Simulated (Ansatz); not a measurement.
HCl: several calculations on one system

**1. Relaxation**

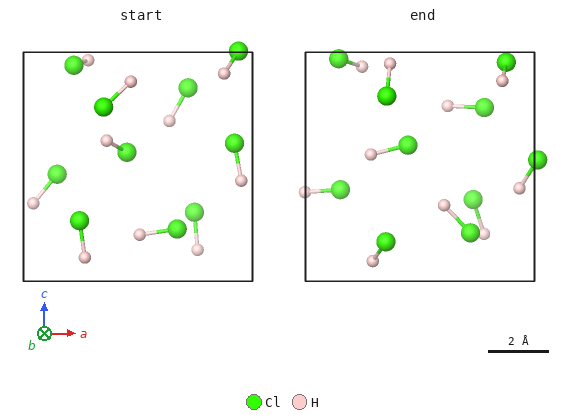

The structure of an amorphous cell of composition HCl before (left) and after (right) a relaxation, at one scale.

Style: ball-and-stick. Shown: the cell of the calculation, along the b axis.

The cell holds 10 HCl. The run prepares the start of a later molecular dynamics calculation, from a guessed geometry.

Computed with DFT PBE-D3(BJ), scalar-relativistic, plane waves, PAW (Ansatz 0.2.0). (plane-wave cutoff 420 eV; k-point mesh 1 × 1 × 1; occupations fermi dirac; smearing width 0.05 eV; no spin polarisation; atoms relaxed in a fixed cell; force threshold 0.3 eV/Å; at most 15 steps)

What changed between the two?

Answer. The atom that moves furthest is an H atom (1.27 Å along [2 −1 3]). By element the largest moves are H 1.27 Å, Cl 1.09 Å. The cell stays as it was. Near-neighbour distances that change, for instance: Cl–H 1.280 → 1.327 Å. After 11 accepted moves (12 points after the start) the energy has fallen by 90.9 meV per atom. Largest force component: 0.64 eV/Å at the start, 0.18 eV/Å at the end. 1 step only repeated the SCF at the same geometry. The run took 28 s on 1 thread of Arm Neoverse V1 (shared host), peak memory 0.4 GiB.

Limits of the set-up: the periodic images lie only 7.7 Å apart, so the values are limited by the cell's size.

**2. Dynamics**

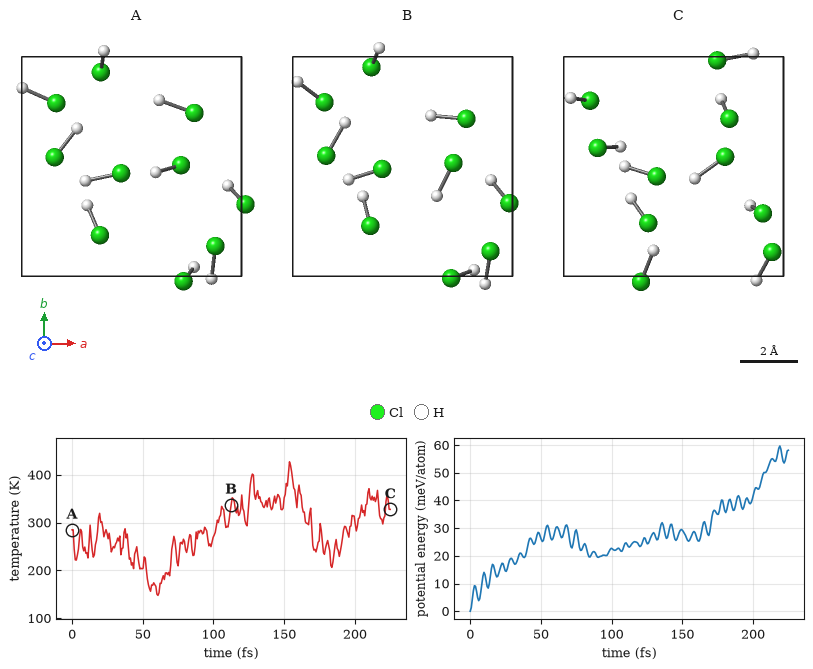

Molecular dynamics of a periodic cell with 10 HCl at 1.319 g/cm³, 225 fs long. Frames (A at 0 fs, B at 112 fs, C at 225 fs) and the history of the run. A ball-and-stick model of the simulation cell, seen along the c axis. Atoms that leave the cell re-enter on the other side.

Theory: DFT PBE-D3(BJ), scalar-relativistic, plane waves, PAW in Ansatz. Run with plane-wave cutoff 420 eV; k-point mesh 1 × 1 × 1; Fermi-Dirac smearing 0.05 eV; Langevin thermostat (NVT); set temperature 300 K; time step 0.75 fs; friction 0.02 per fs.

**Describe the run.**

Over the second half the temperature averages 320 K (spread ±45 K). The potential energy is still drifting at the end, so the run hasn't reached equilibrium. The potential energy in the second half lies on average 35.6 meV per atom above the first frame. In the second half of the run the atoms are, in the root-mean-square, this far from where they began (common drift taken out): H 0.75 Å, Cl 0.42 Å. The heavy atoms stay within a fraction of a molecule's size of their starting places, while the hydrogen atoms travel further, as molecules turn; so short a run doesn't tell a liquid from a solid.

Limits of the set-up: the periodic images lie only 7.7 Å apart, so the values are limited by the cell's size.

The run took 9 min on 1 thread of Arm Neoverse V1, on a shared host, peak memory 0.47 GiB.

**3. Dynamics**

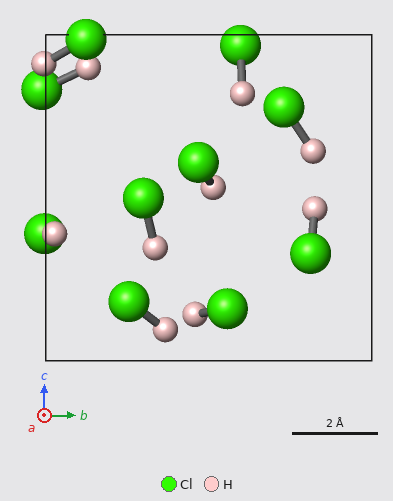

Starting frame of a dynamics run of a periodic cell with 10 HCl at 1.319 g/cm³. It starts from the last geometry of an earlier run, with fresh velocities. The picture is a ball-and-stick view of the simulation cell, seen along the a axis.

Theory: Ansatz, DFT PBE-D3(BJ), scalar-relativistic, plane waves, PAW.

The input:
```yaml
crystal:
  lattice:
    - [7.713845, 0.0, 0.0]
    - [0.0, 7.713845, 0.0]
    - [0.0, 0.0, 7.713845]
  atoms:
    - { symbol: Cl, position: [0.36867368, 0.98369289, 0.82832961] }
    - { symbol: H, position: [0.42557884, 1.12651526, 0.89571231] }
    - { symbol: Cl, position: [0.71577195, 0.99243568, 0.38617642] }
    - { symbol: H, position: [0.88034477, 1.02309462, 0.38549928] }
    - { symbol: Cl, position: [0.4017611, 0.25118964, 0.17782993] }
    - { symbol: H, position: [0.32374267, 0.36303289, 0.09189092] }
    - { symbol: Cl, position: [0.13694091, 0.80852874, 0.32541659] }
    - { symbol: H, position: [0.04831728, 0.82116919, 0.46220116] }
    - { symbol: Cl, position: [0.77135231, 0.72644922, 0.77409609] }
    - { symbol: H, position: [0.73332132, 0.8162864, 0.6394358] }
    - { symbol: Cl, position: [0.92394849, 0.29540496, 0.49496974] }
    - { symbol: H, position: [0.86597573, 0.33178615, 0.34295884] }
    - { symbol: Cl, position: [0.44048032, 0.46409603, 0.60486443] }
    - { symbol: H, position: [0.29537083, 0.50958607, 0.52820955] }
    - { symbol: Cl, position: [0.17147164, 0.59345236, 0.96378629] }
    - { symbol: H, position: [0.27516045, 0.59946427, 0.81588674] }
    - { symbol: Cl, position: [0.75176077, 0.55316186, 0.15588044] }
    - { symbol: H, position: [0.61393515, 0.4539533, 0.13862245] }
    - { symbol: Cl, position: [0.96650862, 0.11956338, 0.98227749] }
    - { symbol: H, position: [0.89476061, -0.00975349, 0.90764008] }
basis:
  ecutwfc: 420.0
kpoints:
  mp_grid: { grid: [1, 1, 1] }
hamiltonian:
  xc: pbe
  dispersion: d3bj
scf:
  occupations: { method: fermi_dirac, width: 0.05 }
  lower_state_search: "off"
md:
  timestep: 0.75
  n_steps: 400
  ensemble: nvt_langevin
  temperature: 300.0
  initial_velocities: maxwell_boltzmann
  seed: 267169
  friction: 0.05
```

Launched with:
```bash
ansatz run input.yaml --threads 1 --pin off --max-ram 3072MiB --backend cpu --events-out ev --progress --plain --runs-dir out
```

> What does the trajectory do?

Over the second half the temperature averages 307 K (spread ±52 K). The potential energy is still drifting at the end, so the run hasn't reached equilibrium. The potential energy in the second half lies on average 28.7 meV per atom below the first frame. In the second half of the run the atoms are, in the root-mean-square, this far from where they began (common drift taken out): H 0.69 Å, Cl 0.37 Å. The heavy atoms stay within a fraction of a molecule's size of their starting places, while the hydrogen atoms travel further, as molecules turn; so short a run doesn't tell a liquid from a solid.

Along the run (each row but the first and the last is the mean over the interval that it begins):

```json
{"time (fs)": "0.0", "potential energy (meV/atom)": "0.0", "T (K)": "285"}
{"time (fs)": "30.0", "potential energy (meV/atom)": "-15.6", "T (K)": "295"}
{"time (fs)": "60.0", "potential energy (meV/atom)": "-25.0", "T (K)": "292"}
{"time (fs)": "90.0", "potential energy (meV/atom)": "-31.9", "T (K)": "266"}
{"time (fs)": "120.0", "potential energy (meV/atom)": "-30.6", "T (K)": "266"}
{"time (fs)": "150.0", "potential energy (meV/atom)": "-25.2", "T (K)": "330"}
{"time (fs)": "180.0", "potential energy (meV/atom)": "-28.2", "T (K)": "300"}
{"time (fs)": "210.0", "potential energy (meV/atom)": "-26.9", "T (K)": "309"}
{"time (fs)": "240.0", "potential energy (meV/atom)": "-33.3", "T (K)": "289"}
{"time (fs)": "270.0", "potential energy (meV/atom)": "-29.9", "T (K)": "310"}
{"time (fs)": "300.0", "potential energy (meV/atom)": "-23.8", "T (K)": "233"}
```

The paths of the atoms:

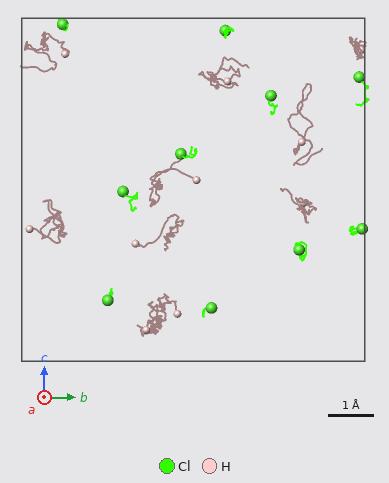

Limits of the set-up: the periodic images lie only 7.7 Å apart, so the values are limited by the cell's size.

Cost: 13 min on 1 thread of Arm Neoverse V1, on a shared host, peak memory 0.48 GiB.
